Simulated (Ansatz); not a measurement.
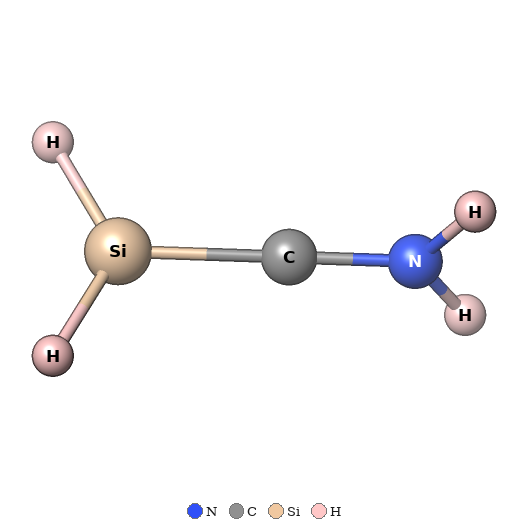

Depth is shown by fading: the farther an atom, the more it takes the colour of the background. Charge +1, singlet. The geometry was computed by an optimisation with PBE0-D4/def2-TZVP. No frequency run is at hand to confirm it as a minimum.

List the symmetry elements and name the point group.

It has 1 C2 axis and 2 mirror planes, so the point group is C2v. The group has 4 operations. The geometry is achiral, and symmetry allows a dipole moment.
